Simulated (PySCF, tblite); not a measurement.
# C6H15NSi: infrared bands, NMR shifts, electronic excitations and core binding energies in gas and solvents, part 2 of 3

tblite 0.8.0 and PySCF 2.14.0. Atoms count from 0.

### 6 Ultraviolet spectrum: CAM-B3LYP/def2-SVPD

What the job is given:

```
{"job": {"kind": "uv", "xc": "CAM-B3LYP", "basis": "def2-SVPD", "ip": true}, "charge": 0, "multiplicity": 1}
C      4.016322    -0.500283     0.063829
N      3.107667    -0.198136    -1.002835
C      1.869760    -0.047275    -0.760234
Si     0.934033    -0.152563     0.908304
C     -0.912041     0.205663     0.605453
C     -1.650853     0.112861     1.943672
C     -1.474451    -0.833037    -0.369658
C     -1.067869     1.614379     0.024297
H      3.553406    -0.607616     1.065865
H      4.553903    -1.432849    -0.173203
H      4.782971     0.290196     0.117768
H      1.244433     0.178140    -1.645741
H      1.087718    -1.518255     1.507703
H      1.488749     0.843511     1.881843
H     -1.281031     0.856619     2.667667
H     -2.730177     0.299169     1.800085
H     -1.546992    -0.883807     2.402200
H     -2.554300    -0.663675    -0.528109
H     -1.354272    -1.860174     0.011081
H     -0.988529    -0.783309    -1.357197
H     -2.133763     1.836484    -0.161553
H     -0.685485     2.384676     0.712990
H     -0.539279     1.731139    -0.935414
```

With the program's defaults for keys left out, this is: TDDFT CAM-B3LYP/def2-SVPD, vertical, gas phase, core orbitals frozen in the response.

Output:

```text
coarse grid: 18504 points
cycle   1  E = -581.2943137484  dE =  5.960e-01  |g| = 3.770e-01  |ddm| = 1.088e+01
cycle   2  E = -581.2989864961  dE = -4.673e-03  |g| = 4.003e-01  |ddm| = 2.094e+00
cycle   3  E = -581.3350459839  dE = -3.606e-02  |g| = 8.473e-02  |ddm| = 1.033e+00
cycle   4  E = -581.3363395707  dE = -1.294e-03  |g| = 4.051e-02  |ddm| = 2.564e-01
cycle   5  E = -581.3367229158  dE = -3.833e-04  |g| = 5.970e-03  |ddm| = 1.141e-01
cycle   6  E = -581.3367325686  dE = -9.653e-06  |g| = 2.357e-03  |ddm| = 2.445e-02
final grid: 170752 points
cycle   7  E = -581.4314028139  dE = -5.111e-05  |g| = 4.630e-03  |ddm| = 3.391e-01
cycle   8  E = -581.4314028309  dE = -1.700e-08  |g| = 4.757e-03  |ddm| = 4.121e-02
cycle   9  E = -581.4314087037  dE = -5.873e-06  |g| = 2.989e-04  |ddm| = 8.963e-03
cycle  10  E = -581.4314087244  dE = -2.065e-08  |g| = 1.633e-04  |ddm| = 1.635e-03
cycle  11  E = -581.4314087315  dE = -7.089e-09  |g| = 2.355e-05  |ddm| = 7.904e-04
cycle  12  E = -581.4314087316  dE = -1.569e-10  |g| = 1.213e-05  |ddm| = 1.132e-04
converged SCF energy = -581.4314087316

Static polarisability (au): isotropic 110.281, principal 93.119 101.051 136.674

Singlet excitations
state   eV       nm        f      main configurations
  1   4.1136    301.4   0.00016   H->L 0.96
  2   6.7057    184.9   0.02045   H->L+2 0.54, H->L+1 0.35
  3   6.7603    183.4   0.00423   H-1->L 0.97
  4   6.9329    178.8   0.00832   H->L+1 0.38, H->L+4 0.28, H->L+2 0.26
  5   7.2092    172.0   0.08217   H->L+3 0.73, H-2->L 0.16
  6   7.2411    171.2   0.19042   H-2->L 0.76, H->L+3 0.14
  7   7.6619    161.8   0.06828   H-1->L+1 0.49, H->L+4 0.24
  8   7.7869    159.2   0.00564   H-6->L 0.76, H-4->L 0.14
  9   7.8582    157.8   0.06808   H-1->L+1 0.39, H->L+4 0.22, H->L+7 0.12
 10   8.0484    154.0   0.04692   H->L+6 0.56, H->L+8 0.14, H-1->L+2 0.10

Triplet excitations (Tamm-Dancoff, eV): 3.3353 4.5048 6.5100 6.6023
Vertical ionisation energy (delta-SCF) = 8.8213 eV
```

Run time: 6.4 min. Hardware: 1 thread of Arm Neoverse N1, shared host; peak memory 1.4 GiB.

Frontier orbitals and where they lie:

```csv
orbital,eV,atoms
HOMO−3,-10.93,"C4 21 %, C6 16 %, C7 16 %"
HOMO−2,-9.85,"N1 33 %, C2 26 %, C0 11 %"
HOMO−1,-9.38,"C4 30 %, Si3 20 %, C7 8 %"
HOMO,-8.14,"N1 50 %, C2 16 %, Si3 10 %"
LUMO,0.32,"N1 31 %, C2 30 %, Si3 15 %"
LUMO+1,1.14,"Si3 19 %, C5 9 %, C6 9 %"
LUMO+2,1.60,"C0 21 %, Si3 10 %, C2 9 %"
```

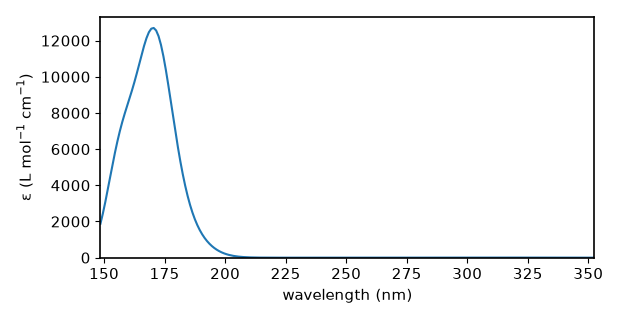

Absorption spectrum: each of the 10 states is a Gaussian band of 0.4 eV half-width at 1/e. Beyond the last state computed it falls off for lack of states.

Ground-state properties from the same run:

```csv
property,computed
dipole moment (D),1.63
polarisability (Å³),16.34
HOMO–LUMO gap (eV),8.46
−ε(HOMO) (eV),8.14
```

### 7 Shielding tensors: B3LYP/pcSseg-1

Settings changed since step 6:

```diff
@@ -1,2 +1,2 @@
-{"job": {"kind": "uv", "xc": "CAM-B3LYP", "basis": "def2-SVPD", "ip": true}, "charge": 0, "multiplicity": 1}
+{"job": {"kind": "nmr", "xc": "B3LYP", "basis": "pcSseg-1", "pop": false}, "charge": 0, "multiplicity": 1}
 C      4.016322    -0.500283     0.063829
```

Level: GIAO B3LYP/pcSseg-1 NMR shielding, non-relativistic, gas phase.

Output:

```text
coarse grid: 18504 points
cycle   1  E = -581.7369159572  dE =  4.257e-01  |g| = 5.237e-01  |ddm| = 4.033e+00
cycle   2  E = -581.6785091084  dE =  5.841e-02  |g| = 7.160e-01  |ddm| = 1.151e+00
cycle   3  E = -581.8069447423  dE = -1.284e-01  |g| = 1.420e-01  |ddm| = 7.098e-01
cycle   4  E = -581.8106504240  dE = -3.706e-03  |g| = 5.635e-02  |ddm| = 1.166e-01
cycle   5  E = -581.8113271424  dE = -6.767e-04  |g| = 1.474e-02  |ddm| = 5.346e-02
cycle   6  E = -581.8113771384  dE = -5.000e-05  |g| = 4.353e-03  |ddm| = 1.681e-02
cycle   7  E = -581.8113815575  dE = -4.419e-06  |g| = 4.703e-04  |ddm| = 4.094e-03
final grid: 170752 points
cycle   8  E = -581.8729535676  dE = -5.487e-05  |g| = 7.501e-03  |ddm| = 3.879e-02
cycle   9  E = -581.8729434432  dE =  1.012e-05  |g| = 9.778e-03  |ddm| = 1.510e-02
cycle  10  E = -581.8729677758  dE = -2.433e-05  |g| = 1.470e-03  |ddm| = 8.937e-03
cycle  11  E = -581.8729682130  dE = -4.372e-07  |g| = 4.489e-04  |ddm| = 1.188e-03
cycle  12  E = -581.8729682529  dE = -3.985e-08  |g| = 1.478e-04  |ddm| = 4.333e-04
cycle  13  E = -581.8729682580  dE = -5.085e-09  |g| = 3.336e-05  |ddm| = 1.530e-04
cycle  14  E = -581.8729682582  dE = -2.581e-10  |g| = 5.881e-06  |ddm| = 3.896e-05
converged SCF energy = -581.8729682582

GIAO shielding tensors (ppm)
atom      isotropic    diamagn.    paramagn.     s11        s22        s33       span
  0 C      126.408     247.322    -120.914    104.842    108.745    165.638     60.797
  1 N     -217.503     324.082    -541.586   -730.783   -185.249    263.522    994.305
  2 C        1.635     260.987    -259.352   -108.758      7.789    105.875    214.633
  3 Si     390.387     883.389    -493.003    343.255    356.536    471.370    128.115
  4 C      161.655     248.669     -87.014    155.301    164.144    165.519     10.218
  5 C      148.675     245.868     -97.193    131.649    134.399    179.978     48.329
  6 C      151.211     248.609     -97.397    135.275    139.219    179.140     43.865
  7 C      151.231     248.028     -96.797    135.251    139.216    179.226     43.976
  8 H       28.315      30.787      -2.472     25.280     29.606     30.058      4.778
  9 H       27.381      27.091       0.290     25.474     26.014     30.653      5.179
 10 H       27.421      26.933       0.488     25.624     25.957     30.682      5.057
 11 H       22.970      34.249     -11.279     19.461     21.093     28.357      8.896
 12 H       27.206      31.948      -4.741     23.353     26.844     31.421      8.068
 13 H       27.200      31.932      -4.732     23.334     26.855     31.412      8.079
 14 H       30.256      30.240       0.016     26.434     27.937     36.396      9.962
 15 H       30.453      29.959       0.494     27.078     28.044     36.237      9.159
 16 H       30.233      30.343      -0.110     26.379     27.957     36.365      9.986
 17 H       30.460      31.604      -1.144     27.187     28.039     36.154      8.968
 18 H       30.319      32.136      -1.817     26.372     27.916     36.668     10.296
 19 H       29.938      33.049      -3.111     25.716     28.022     36.077     10.360
 20 H       30.444      31.237      -0.793     27.187     28.008     36.137      8.951
 21 H       30.355      31.611      -1.256     26.482     27.870     36.713     10.231
 22 H       29.955      32.637      -2.681     25.692     28.093     36.081     10.390
```

Run time: 69 s. Hardware: 1 thread of Arm Neoverse N1, shared host; peak memory 1 GiB.

Key values: δ C2 177.6, C0 52.8, C5 28.9, C4 17.6, H11 8.41, H12 4.18 ppm (means over like atoms).

### 8 X-ray photoelectron lines: SCAN, X2C

Settings changed since step 7:

```diff
@@ -1,2 +1,2 @@
-{"job": {"kind": "nmr", "xc": "B3LYP", "basis": "pcSseg-1", "pop": false}, "charge": 0, "multiplicity": 1}
+{"job": {"kind": "xps"}, "charge": 0, "multiplicity": 1}
 C      4.016322    -0.500283     0.063829
```

Method: delta-SCF UKS SCAN, pcX-2 on the ionised atom, pcseg-1 elsewhere, spin-free X2C.

Output:

```text
ground state, core basis on atom 0 (C), 222 functions
  cycle   1  E = -582.24110143  |g| = 5.98e-01
  cycle   2  E = -582.13354456  |g| = 8.58e-01
  cycle   3  E = -582.33428894  |g| = 1.79e-01
  cycle   4  E = -582.34065777  |g| = 7.69e-02
  cycle   5  E = -582.34195248  |g| = 2.73e-02
  cycle   6  E = -582.34213823  |g| = 6.04e-03
  cycle   7  E = -582.34214742  |g| = 1.18e-03
  cycle   8  E = -582.34215019  |g| = 4.80e-04
  E(ground) = -582.39221054 Eh
hole in C 1s of atom 0
  cycle   1  E = -571.07635980  |g| = 1.50e+00
  cycle   2  E = -569.53207960  |g| = 2.23e+00
  cycle   3  E = -571.45796823  |g| = 5.77e-01
  cycle   4  E = -571.49666039  |g| = 5.38e-01
  cycle   5  E = -571.63324718  |g| = 1.15e-01
  cycle   6  E = -571.63759016  |g| = 5.98e-02
  cycle   7  E = -571.63939894  |g| = 1.06e-02
  cycle   8  E = -571.63945876  |g| = 5.96e-03
  cycle   9  E = -571.63948376  |g| = 2.50e-03
  cycle  10  E = -571.63949017  |g| = 1.31e-03
  cycle  11  E = -571.63949133  |g| = 6.09e-04
  cycle  12  E = -571.63949272  |g| = 3.43e-04
  E(ion) = -571.68785114 Eh   <S^2> = 0.7718   hole on atom = 1.000   binding energy = 291.280 eV
ground state, core basis on atom 1 (N), 222 functions
  cycle   1  E = -582.35476114  |g| = 7.47e-02
  cycle   2  E = -582.35462042  |g| = 3.31e-02
  cycle   3  E = -582.35426780  |g| = 5.18e-02
  cycle   4  E = -582.35483742  |g| = 1.00e-02
  cycle   5  E = -582.35486325  |g| = 5.70e-04
  cycle   6  E = -582.35486180  |g| = 2.26e-04
  E(ground) = -582.40413496 Eh
hole in N 1s of atom 1
  cycle   1  E = -566.76488709  |g| = 1.86e+00
  cycle   2  E = -564.75531873  |g| = 2.47e+00
  cycle   3  E = -567.09915670  |g| = 8.03e-01
  cycle   4  E = -567.39633594  |g| = 4.52e-01
  cycle   5  E = -567.47652387  |g| = 1.78e-01
  cycle   6  E = -567.48947865  |g| = 4.56e-02
  cycle   7  E = -567.49059733  |g| = 1.40e-02
  cycle   8  E = -567.49070906  |g| = 5.48e-03
  cycle   9  E = -567.49073396  |g| = 2.16e-03
  cycle  10  E = -567.49073911  |g| = 8.92e-04
  cycle  11  E = -567.49074157  |g| = 5.24e-04
  cycle  12  E = -567.49074106  |g| = 2.08e-04
  E(ion) = -567.53839918 Eh   <S^2> = 0.7865   hole on atom = 1.000   binding energy = 404.517 eV
ground state, core basis on atom 2 (C), 222 functions
  cycle   1  E = -582.34413090  |g| = 5.74e-02
  cycle   2  E = -582.34395682  |g| = 3.24e-02
  cycle   3  E = -582.34361132  |g| = 4.96e-02
  cycle   4  E = -582.34419082  |g| = 4.49e-03
  cycle   5  E = -582.34419723  |g| = 6.94e-04
  cycle   6  E = -582.34419433  |g| = 2.54e-04
  E(ground) = -582.39445949 Eh
hole in C 1s of atom 2
  cycle   1  E = -571.06964025  |g| = 1.51e+00
  cycle   2  E = -568.80696255  |g| = 2.27e+00
  cycle   3  E = -571.12852666  |g| = 9.41e-01
  cycle   4  E = -571.51116679  |g| = 5.70e-01
  cycle   5  E = -571.63225637  |g| = 2.30e-01
  cycle   6  E = -571.65291666  |g| = 7.82e-02
  cycle   7  E = -571.65615885  |g| = 1.78e-02
  cycle   8  E = -571.65646528  |g| = 1.01e-02
  cycle   9  E = -571.65660299  |g| = 6.79e-03
  cycle  10  E = -571.65673264  |g| = 4.81e-03
  cycle  11  E = -571.65681387  |g| = 2.59e-03
  cycle  12  E = -571.65683110  |g| = 1.09e-03
  cycle  13  E = -571.65683143  |g| = 6.28e-04
  cycle  14  E = -571.65683111  |g| = 3.12e-04
  E(ion) = -571.70514648 Eh   <S^2> = 0.8382   hole on atom = 1.000   binding energy = 290.871 eV
ground state, core basis on atom 3 (Si), 233 functions
  cycle   1  E = -582.43630140  |g| = 2.86e-01
  cycle   2  E = -582.43607523  |g| = 4.83e-02
  cycle   3  E = -582.43429491  |g| = 9.48e-02
  cycle   4  E = -582.43643661  |g| = 1.62e-02
  cycle   5  E = -582.43648942  |g| = 2.34e-03
  cycle   6  E = -582.43649088  |g| = 3.29e-04
  E(ground) = -582.44517156 Eh
hole in Si 1s of atom 3
  cycle   1  E = -513.51961856  |g| = 4.35e+00
  cycle   2  E = -512.95534672  |g| = 2.45e+00
  cycle   3  E = -513.31072246  |g| = 1.49e+00
  cycle   4  E = -514.39589678  |g| = 6.40e-01
  cycle   5  E = -514.54537866  |g| = 3.05e-01
  cycle   6  E = -514.59130381  |g| = 6.55e-02
  cycle   7  E = -514.59332023  |g| = 2.81e-02
  cycle   8  E = -514.59377056  |g| = 5.91e-03
  cycle   9  E = -514.59378588  |g| = 2.47e-03
  cycle  10  E = -514.59378957  |g| = 6.83e-04
  cycle  11  E = -514.59379014  |g| = 2.59e-04
  E(ion) = -514.61006423 Eh   <S^2> = 0.7525   hole on atom = 1.000   binding energy = 1845.887 eV
hole in Si 2p of atom 3
  cycle   1  E = -578.17816558  |g| = 1.25e+00
  cycle   2  E = -577.56940188  |g| = 1.47e+00
  cycle   3  E = -578.22024779  |g| = 7.54e-01
  cycle   4  E = -578.48836944  |g| = 2.47e-01
  cycle   5  E = -578.51199271  |g| = 9.34e-02
  cycle   6  E = -578.51672537  |g| = 2.94e-02
  cycle   7  E = -578.51722239  |g| = 6.51e-03
  cycle   8  E = -578.51724301  |g| = 2.36e-03
  cycle   9  E = -578.51724557  |g| = 6.84e-04
  cycle  10  E = -578.51724404  |g| = 2.07e-04
  E(ion) = -578.53648515 Eh   <S^2> = 0.7525   hole on atom = 1.003   binding energy = 106.361 eV
  2p3/2 = 106.161 eV   2p1/2 = 106.784 eV
ground state, core basis on atom 4 (C), 222 functions
  cycle   1  E = -582.34268128  |g| = 6.12e-02
  cycle   2  E = -582.34268802  |g| = 2.32e-02
  cycle   3  E = -582.34273183  |g| = 2.05e-02
  cycle   4  E = -582.34281963  |g| = 1.06e-02
  cycle   5  E = -582.34284766  |g| = 1.17e-03
  cycle   6  E = -582.34284849  |g| = 3.11e-04
  E(ground) = -582.39310322 Eh
hole in C 1s of atom 4
  cycle   1  E = -571.08641509  |g| = 1.53e+00
  cycle   2  E = -569.66925865  |g| = 2.27e+00
  cycle   3  E = -571.54982381  |g| = 5.17e-01
  cycle   4  E = -571.51435102  |g| = 5.68e-01
  cycle   5  E = -571.67372525  |g| = 1.15e-01
  cycle   6  E = -571.67942028  |g| = 3.62e-02
  cycle   7  E = -571.68011429  |g| = 1.04e-02
  cycle   8  E = -571.68018147  |g| = 3.19e-03
  cycle   9  E = -571.68018816  |g| = 1.80e-03
  cycle  10  E = -571.68019178  |g| = 6.83e-04
  cycle  11  E = -571.68019283  |g| = 2.71e-04
  E(ion) = -571.72913348 Eh   <S^2> = 0.7711   hole on atom = 1.000   binding energy = 290.181 eV
ground state, core basis on atom 5 (C), 222 functions
  cycle   1  E = -582.34084355  |g| = 5.71e-02
  cycle   2  E = -582.34080395  |g| = 1.94e-02
  cycle   3  E = -582.34077935  |g| = 2.18e-02
  cycle   4  E = -582.34088581  |g| = 6.49e-03
  cycle   5  E = -582.34089446  |g| = 3.95e-04
  E(ground) = -582.39078980 Eh
hole in C 1s of atom 5
  cycle   1  E = -571.09934100  |g| = 1.51e+00
  cycle   2  E = -568.29556420  |g| = 2.38e+00
  cycle   3  E = -571.20570756  |g| = 9.16e-01
  cycle   4  E = -571.55118351  |g| = 4.91e-01
  cycle   5  E = -571.62599294  |g| = 2.77e-01
  cycle   6  E = -571.66417573  |g| = 7.61e-02
  cycle   7  E = -571.66713126  |g| = 1.73e-02
  cycle   8  E = -571.66728804  |g| = 5.98e-03
  cycle   9  E = -571.66730939  |g| = 2.28e-03
  cycle  10  E = -571.66731172  |g| = 1.24e-03
  cycle  11  E = -571.66731408  |g| = 4.54e-04
  E(ion) = -571.71621902 Eh   <S^2> = 0.7687   hole on atom = 1.000   binding energy = 290.470 eV
```

It took 4.5 min on 1 thread of Arm Neoverse N1, shared host; peak memory 0.67 GiB.

Binding energies by hole, beside the orbital energy of the ground state; the difference holds orbital relaxation and, for a density functional, its self-interaction error:

```csv
hole,stands for,environment,ΔSCF (eV; 2p as the shell's mean),−ε (eV),⟨S²⟩
C1s on C0,C0,methyl carbon bonded to N,291.28,274.2,0.772
N1s on N1,N1,imine nitrogen,404.52,386.0,0.787
C1s on C2,C2,C=N carbon,290.87,274.4,0.838
Si1s on Si3,Si3,"silicon bonded to 2 C, 2 H",1845.89,1793.1,0.753
Si2p on Si3,Si3,"silicon bonded to 2 C, 2 H",106.37,96.0,0.752
C1s on C4,C4,fully substituted sp3 carbon bonded to Si,290.18,273.9,0.771
C1s on C5,"C5, C6, C7",methyl carbon,290.47,273.5,0.769
```

Each hole run stands for the others of its class of like atoms.

With the spin-orbit splitting: Si3 2p3/2 106.16, 2p1/2 106.78 eV. The table gives each 2p level as the mean over the whole 2p shell (two parts 2p3/2, one part 2p1/2), which differs a little from the single hole in the log.

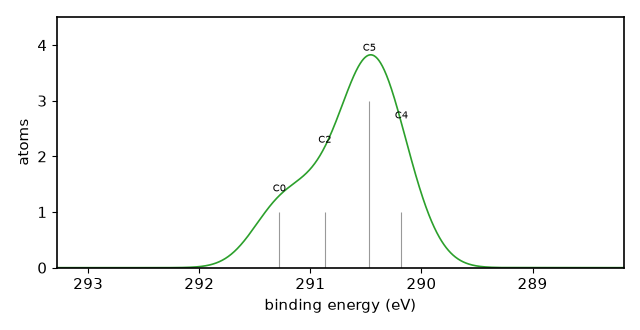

The C1s photoelectron lines, weighted by the number of atoms. Lines are broadened to a width of 0.60 eV (Gaussian).

### 9 NMR shieldings: PBE0/pcSseg-1 in benzene

Settings changed since step 8:

```diff
@@ -1,2 +1,2 @@
-{"job": {"kind": "xps"}, "charge": 0, "multiplicity": 1}
+{"job": {"kind": "nmr", "xc": "PBE0", "basis": "pcSseg-1", "solvent": "benzene", "pop": true}, "charge": 0, "multiplicity": 1}
 C      4.016322    -0.500283     0.063829
```

Level: GIAO PBE0/pcSseg-1 NMR shielding, non-relativistic, IEF-PCM benzene.

Output:

```text
coarse grid: 18504 points
cycle   1  E = -581.2584234602  dE =  4.643e-01  |g| = 4.428e-01  |ddm| = 4.014e+00
cycle   2  E = -581.2360593167  dE =  2.236e-02  |g| = 5.452e-01  |ddm| = 8.848e-01
cycle   3  E = -581.3099368819  dE = -7.388e-02  |g| = 1.004e-01  |ddm| = 5.067e-01
cycle   4  E = -581.3116678387  dE = -1.731e-03  |g| = 4.641e-02  |ddm| = 8.407e-02
cycle   5  E = -581.3121267381  dE = -4.589e-04  |g| = 1.041e-02  |ddm| = 3.897e-02
cycle   6  E = -581.3121509283  dE = -2.419e-05  |g| = 3.313e-03  |ddm| = 1.183e-02
cycle   7  E = -581.3121535002  dE = -2.572e-06  |g| = 3.309e-04  |ddm| = 3.156e-03
final grid: 170752 points
cycle   8  E = -581.3598865170  dE = -6.205e-05  |g| = 9.645e-03  |ddm| = 4.169e-02
cycle   9  E = -581.3598754171  dE =  1.110e-05  |g| = 1.177e-02  |ddm| = 1.883e-02
cycle  10  E = -581.3599106807  dE = -3.526e-05  |g| = 1.548e-03  |ddm| = 1.045e-02
cycle  11  E = -581.3599111695  dE = -4.887e-07  |g| = 4.702e-04  |ddm| = 1.229e-03
cycle  12  E = -581.3599112116  dE = -4.213e-08  |g| = 1.677e-04  |ddm| = 4.357e-04
cycle  13  E = -581.3599112183  dE = -6.673e-09  |g| = 3.357e-05  |ddm| = 1.723e-04
cycle  14  E = -581.3599112185  dE = -2.590e-10  |g| = 5.046e-06  |ddm| = 3.845e-05
converged SCF energy = -581.3599112185

GIAO shielding tensors (ppm)
atom      isotropic    diamagn.    paramagn.     s11        s22        s33       span
  0 C      131.724     248.070    -116.347    110.473    113.964    170.734     60.261
  1 N     -202.630     324.818    -527.448   -701.674   -177.010    270.794    972.468
  2 C        4.791     261.340    -256.549   -105.690      7.391    112.672    218.363
  3 Si     403.876     883.371    -479.495    358.047    370.436    483.144    125.097
  4 C      168.499     248.705     -80.206    162.126    171.073    172.300     10.173
  5 C      154.890     246.910     -92.019    138.637    140.917    185.117     46.480
  6 C      157.271     249.589     -92.318    141.866    145.601    184.345     42.479
  7 C      157.284     249.014     -91.731    141.728    145.709    184.415     42.687
  8 H       28.178      30.209      -2.031     24.980     29.487     30.068      5.087
  9 H       27.214      26.979       0.234     25.154     25.718     30.769      5.616
 10 H       27.253      26.837       0.416     25.302     25.661     30.797      5.496
 11 H       22.687      33.749     -11.062     19.117     20.752     28.191      9.074
 12 H       27.023      31.544      -4.521     23.093     26.629     31.347      8.254
 13 H       27.017      31.581      -4.564     23.073     26.642     31.336      8.263
 14 H       30.123      30.169      -0.046     26.074     27.719     36.576     10.502
 15 H       30.305      30.077       0.228     26.692     27.807     36.417      9.725
 16 H       30.102      30.202      -0.100     26.021     27.739     36.546     10.525
 17 H       30.311      31.680      -1.368     26.796     27.802     36.336      9.540
 18 H       30.184      31.971      -1.786     26.023     27.692     36.838     10.815
 19 H       29.796      32.635      -2.839     25.362     27.799     36.228     10.866
 20 H       30.296      31.318      -1.022     26.797     27.774     36.318      9.521
 21 H       30.221      31.533      -1.312     26.133     27.645     36.885     10.752
 22 H       29.817      32.229      -2.411     25.337     27.878     36.236     10.899
```

It took 76 s on 1 thread of Arm Neoverse N1, shared host; peak memory 1.3 GiB.

In short: δ C2 180.1, C0 53.2, C5 28.4, C4 16.4, H11 8.57, H12 4.23 ppm (means over like atoms).

(Part 2 of 3 ends here.)
